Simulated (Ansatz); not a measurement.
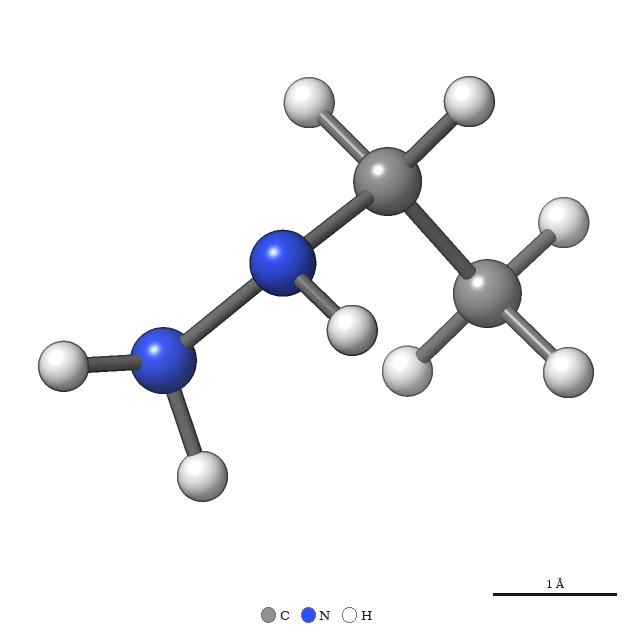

Starting geometry of the run.

Input file:

```yaml
crystal:
  periodic: [false, false, false]
  atoms:
    - {symbol: C, position_ang: [-0.838411, 1.095500, -0.159737]}
    - {symbol: C, position_ang: [-0.094687, 0.248416, 0.861840]}
    - {symbol: N, position_ang: [0.948046, -0.605562, 0.327930]}
    - {symbol: N, position_ang: [0.427208, -1.554571, -0.578718]}
    - {symbol: H, position_ang: [-1.346365, 0.465346, -0.893476]}
    - {symbol: H, position_ang: [-1.597178, 1.715828, 0.324308]}
    - {symbol: H, position_ang: [-0.153655, 1.763758, -0.692160]}
    - {symbol: H, position_ang: [-0.799220, -0.398227, 1.391545]}
    - {symbol: H, position_ang: [0.377855, 0.893431, 1.610303]}
    - {symbol: H, position_ang: [1.669829, -0.035296, -0.103483]}
    - {symbol: H, position_ang: [0.392533, -1.211835, -1.533911]}
    - {symbol: H, position_ang: [1.014054, -2.376788, -0.554452]}
basis:
  gaussian: {orbitals: cc-pVDZ, final_grid: {core_spheres: 20, valence_spheres: 16, degree: 47}}
hamiltonian: {xc: {name: wB97X}}
output: {forces: true}
```

It was started with:

```sh
ansatz run in.yaml --threads 4 --pin off --events-out ev --progress --plain --max-ram 10444MiB
```

Output:

```
Functional definition: wB97X
  name "wB97X"
  cite "Chai & Head-Gordon, J. Chem. Phys. 128, 084106 (2008) doi:10.1063/1.2834918"
  cite "Becke, J. Chem. Phys. 107, 8554 (1997) doi:10.1063/1.475007"
  parameter omega = 0.3/bohr
  parameter cx = 0.157706
  parameter cx1 = 0.726479
  parameter cx2 = 1.04760
  parameter cx3 = -5.70635
  parameter cx4 = 13.2794
  parameter css1 = -4.33879
  parameter css2 = 18.2308
  parameter css3 = -31.7430
  parameter css4 = 17.2901
  parameter cos1 = 2.37031
  parameter cos2 = -11.3995
  parameter cos3 = 6.58405
  parameter cos4 = -3.78132
  # The coefficients of nought are those of the uniform gas.
  exchange = spin_sum(e_x_unif_sr(omega)*poly(b97_u_x, 1 - cx, cx1, cx2, cx3, cx4)) + cx*exact_x_sr(omega)
      + exact_x_lr(omega)
  correlation = spin_sum(e_c_pw_same_spin*poly(b97_u_same, 1, css1, css2, css3, css4))
      + integral(e_c_pw_opposite_spin*poly(b97_u_opposite, 1, cos1, cos2, cos3, cos4))
879 factors; integrals over basis functions are off by at most 1.4e-3 eV
298 factors; integrals over basis functions are off by at most 4.8e-6 eV
mean field evaluation 1: about -5178.5702 eV, gradient 4.0e1 eV
mean field evaluation 2: about -5180.3458 eV, gradient 2.9e1 eV
mean field evaluation 4: about -5182.1261 eV, gradient 9.3e-1 eV
mean field evaluation 8: about -5182.3245 eV, gradient 3.0e-2 eV
mean field evaluation 16: about -5182.3246 eV, gradient 2.7e-5 eV
mean field -5182.32455416 eV, -190.4469146596 hartree, gradient 2.7e-5 eV, S^2 0.000000; 0 other end points of the search recorded, 0 dependent functions left out
the calculation of the forces begins
reference -5182.32452710 eV, -190.4469136652 hartree; 17, 17 occupied and 79, 79 virtual orbitals, 879 factors
Total energy: -5182.32452710 eV, -190.4469136652 hartree
Atom 0 at    -0.838411     1.095500    -0.159737 Å, force     0.057929    -0.055425     0.124200 eV/Å
Atom 1 at    -0.094687     0.248416     0.861840 Å, force     0.050719     0.025859    -0.165076 eV/Å
Atom 2 at     0.948046    -0.605562     0.327930 Å, force     0.014341    -0.287780     0.090107 eV/Å
Atom 3 at     0.427208    -1.554571    -0.578718 Å, force    -0.345375     0.103570     0.318674 eV/Å
Atom 4 at    -1.346365     0.465346    -0.893476 Å, force    -0.129736    -0.194509    -0.212634 eV/Å
Atom 5 at    -1.597178     1.715828     0.324308 Å, force    -0.204877     0.169611     0.120711 eV/Å
Atom 6 at    -0.153655     1.763758    -0.692160 Å, force     0.186123     0.182054    -0.153582 eV/Å
Atom 7 at    -0.799220    -0.398227     1.391545 Å, force    -0.190007    -0.175107     0.143395 eV/Å
Atom 8 at     0.377855     0.893431     1.610303 Å, force     0.111507     0.168873     0.203098 eV/Å
Atom 9 at     1.669829    -0.035296    -0.103483 Å, force     0.167779     0.185493    -0.136538 eV/Å
Atom 10 at     0.392533    -1.211835    -1.533911 Å, force     0.083822     0.079173    -0.276705 eV/Å
Atom 11 at     1.014054    -2.376788    -0.554452 Å, force     0.197776    -0.201812    -0.055651 eV/Å
Dipole moment:     0.177107     0.135943    -0.280746 e Å
```

Self-consistency was reached.
